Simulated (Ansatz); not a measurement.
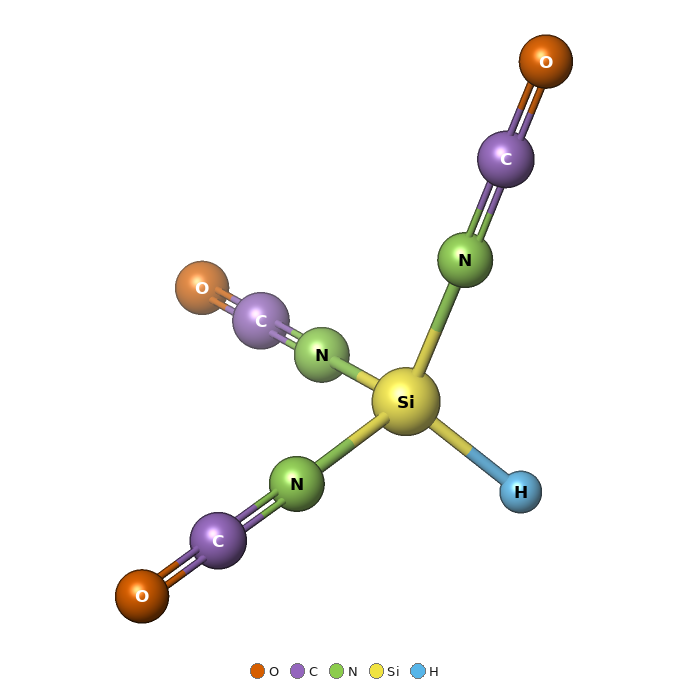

Depth is shown by fading: the farther an atom, the more it takes the colour of the background. The computed geometry is a stationary point of PBE0-D4/def2-TZVP, a saddle point of order 3.

Q: List the symmetry elements and name the point group.

A: It has 1 C3 axis and 3 mirror planes, so the point group is C3v. The group has 6 operations. The geometry is achiral, and symmetry allows a dipole moment.
